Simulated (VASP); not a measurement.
Band structure of AgI (wurtzite). Method: optB86b-vdW, VASP's PBE PAW potentials (set 64) (plane waves; VASP).

Unless said otherwise, spin-orbit coupling is left out, though it shifts the bands of the heavy elements here.

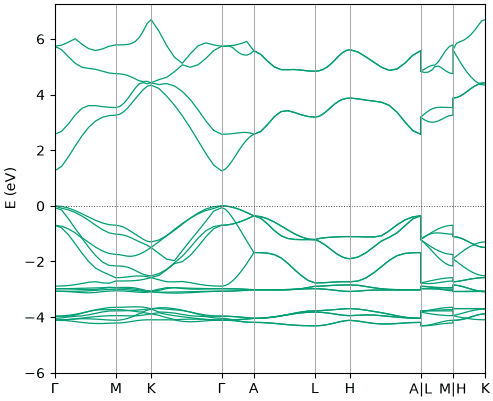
Bands along high-symmetry lines, zero at the valence-band maximum or, without a gap, the Fermi level

Problem. Read the plot: is there a gap, and where are the band edges?

Solution. The gap is direct, 1.26 eV, from the valence maximum at Γ to the conduction minimum at Γ. (Edges off the drawn lines would not show.)

The compound is AgI in the wurtzite structure. It was relaxed first.
